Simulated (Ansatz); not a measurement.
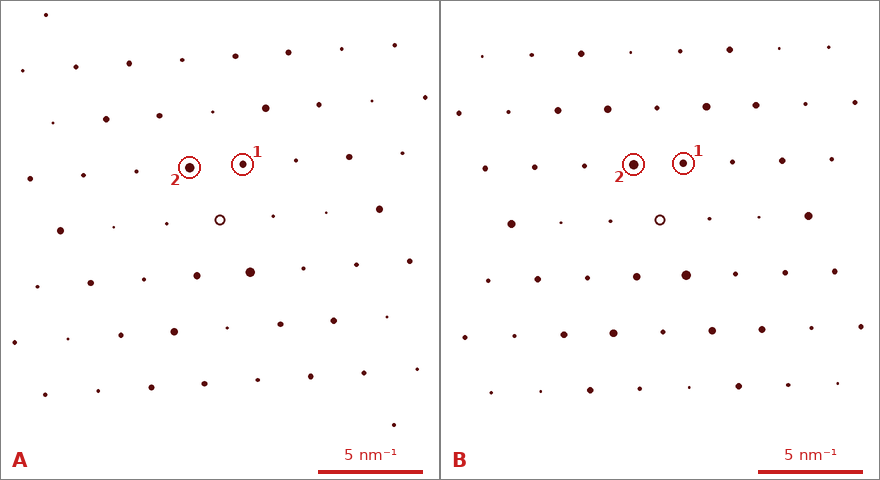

Kinematic electron diffraction patterns (200 kV, B = 0.5 Å², same scale) along [011] of the run's own cell, for the start and the end of one relaxation of LaGe2S2 with DFT, PAW plane waves, pbe in Ansatz 0.2.0. k mesh 8×8×5. The start is a generated model structure, and the relaxation ends in the nearest stationary point of its symmetry, not necessarily the ground state. Spot 1 is -1 -1 1 and spot 2 is 0 -1 1 in both.

Start structure:

```
Ge S La
1.0
     2.23605    3.87296    0.00000
    -2.23605    3.87296    0.00000
     0.00000    0.00000    7.29879
Ge S La
2 2 1
Direct
  0.33330 0.33340 0.27192
  0.66670 0.66660 0.72808
  0.33330 0.33340 0.63870
  0.66670 0.66660 0.36130
  0.00000 0.00000 0.00000
```

Question: Which pattern belongs to the start structure, and which to the relaxed one?

Answer: A is the start: its cell gives d(1) = 3.421 Å, d(2) = 3.421 Å and an angle of 52.4°. B is the relaxed structure, with d(1) = 3.366 Å (-1.6 %), d(2) = 3.366 Å (-1.6 %) and 47.6°.

Question: Name reflections whose intensity changes strongly on relaxation.

Answer: 0 2 -2 goes from 13 to 39 % of the strongest spot; 3 2 -2 goes from 7.8 to 24 % of the strongest spot; 2 3 -3 goes from 12 to 3.4 % of the strongest spot.

Question: What did the relaxation do to the structure and the energy?

Answer: The volume changed by -9.4 % to 22.91 Å³ an atom; with the mean shift removed, the atoms moved by up to 0.35 Å relative to the cell (S most); the space group stayed P-3m1 (No. 164); the free energy fell by 250 meV an atom. Relaxed cell: a = 4.813 Å, b = 4.813 Å, c = 5.710 Å, α = 90.00°, β = 90.00°, γ = 60.00°.
